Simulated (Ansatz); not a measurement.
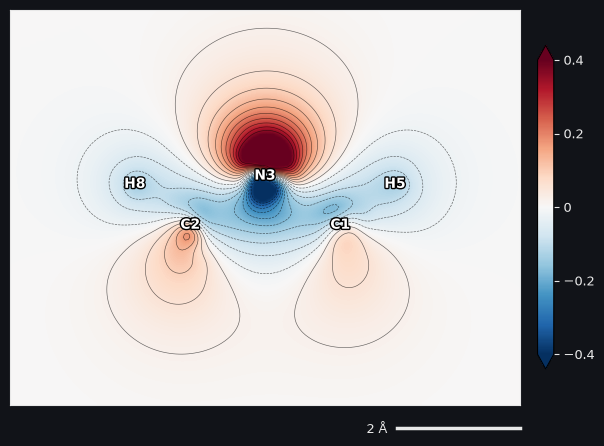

*C2H7N (SMILES CNC). The HOMO on the plane of atoms N3, C2 and H8 (values in Å⁻³ᐟ²; the overall sign is arbitrary).*

Geometry: PBE-D3(BJ)/def2-SVP.

The calculation used isolated molecule in a Gaussian basis; Kohn-Sham density functional theory, functional PBE0 (Ansatz).

The calculation's input:

```
crystal:
  periodic: [false, false, false]
  atoms:
    - {symbol: C, position_ang: [-0.142866, -0.663818, 0.155774]}
    - {symbol: C, position_ang: [1.968499, 0.157136, 1.022137]}
    - {symbol: N, position_ang: [0.618250, -0.274189, 1.326581]}
    - {symbol: H, position_ang: [-0.299618, 0.218558, -0.502324]}
    - {symbol: H, position_ang: [-1.146015, -1.030188, 0.454597]}
    - {symbol: H, position_ang: [0.337159, -1.457028, -0.480173]}
    - {symbol: H, position_ang: [0.645486, -1.051125, 1.996392]}
    - {symbol: H, position_ang: [2.515976, 0.393195, 1.957217]}
    - {symbol: H, position_ang: [2.583808, -0.583243, 0.441386]}
    - {symbol: H, position_ang: [1.938629, 1.089097, 0.416485]}
basis:
  gaussian: {orbitals: def2-TZVPD}
hamiltonian: {xc: {name: PBE0}}
output: {forces: true, orbitals: {seedname: orbitals}}
```

Run with:

```sh
ansatz run input.yaml --threads 1 --pin off --max-ram 2610MiB --events-out events.jsonl --progress --plain --runs-dir runs
```

Describe this orbital and give its energy.

Answer. It lies mainly on N3 (about 60 %), C1 (about 10 %), C2 (about 10 %), H6 (about 5 %) and H9 (about 5 %). Its energy is −6.44 eV.
